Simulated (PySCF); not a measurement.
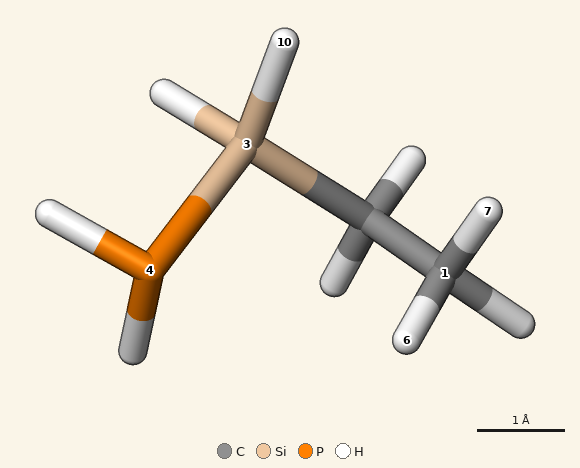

C2H9PSi, before the relaxation. Style: stick. Shown at a tilt.

The start comes from GFN2-xTB. Its atoms were then displaced at random by about 0.03 Å.

The calculation used PySCF, PBE0-D3(BJ)/def2-SVP geometry optimisation, gas phase.

```xyz
13

C    -1.5177    0.5732   -0.3788
C    -0.8560   -0.6945   -0.3352
Si    0.6481   -0.6187    0.7585
P     2.0620    1.1282    0.0956
H    -2.4470    0.5666   -1.0891
H    -0.9323    1.4518   -0.7651
H    -1.9052    0.9309    0.5968
H    -1.4700   -1.4372    0.0214
H    -0.5540   -0.9581   -1.2816
H     0.3360   -0.3514    2.2107
H     1.3801   -1.9131    0.7542
H     3.1724    0.6080    0.5983
H     2.1054    0.6631   -1.1988
```

> What does the optimiser find from here?

After 9 geometry steps the energy has fallen by 0.751 eV. The largest move after the best rigid fit is that of H13, 0.49 Å. Largest moves by element: H 0.49 Å, C 0.16 Å, P 0.13 Å, Si 0.08 Å. Near-neighbour distances that change, for instance: P4–H12 1.325 → 1.429 Å, C1–C2 1.431 → 1.525 Å, C2–H8 1.028 → 1.104 Å, Si3–P4 2.343 → 2.272 Å. Bond angles that change, for instance: H12–P4–H13 101.4° → 93.7°, C2–C1–H6 117.5° → 111.6°, H5–C1–H6 102.1° → 107.4°. Cost: 31 s on 1 thread of Arm Neoverse V2, with other jobs on the host.

History of the run:

| step | E − E(0), eV |
| --- | --- |
| 0 | 0.0000 |
| 1 | -0.7165 |
| 2 | -0.7394 |
| 3 | -0.7427 |
| 4 | -0.7441 |
| 5 | -0.7466 |
| 6 | -0.7485 |
| 7 | -0.7501 |
| 8 | -0.7507 |
| 9 | -0.7508 |

Final geometry:

```xyz
13

C    -1.6544    0.6447   -0.3565
C    -0.8542   -0.6537   -0.3477
Si    0.7106   -0.5945    0.7065
P     2.0275    1.1060   -0.0250
H    -2.5567    0.5616   -0.9825
H    -1.0590    1.4858   -0.7457
H    -1.9824    0.9239    0.6574
H    -1.4694   -1.4905    0.0277
H    -0.5574   -0.9383   -1.3726
H     0.3674   -0.2887    2.1318
H     1.4126   -1.9164    0.6667
H     3.1403    0.7310    0.7891
H     2.4971    0.3779   -1.1625
```

The end point in the same view:

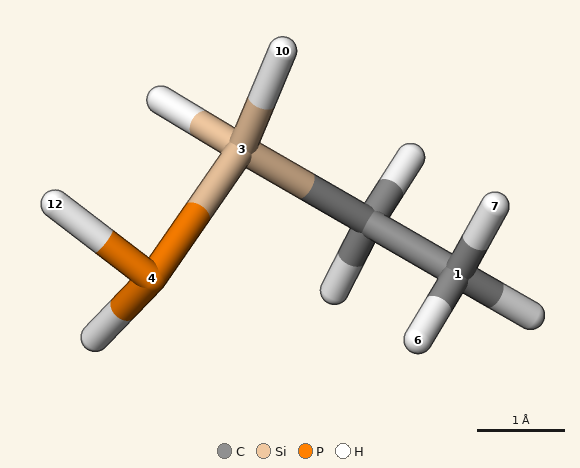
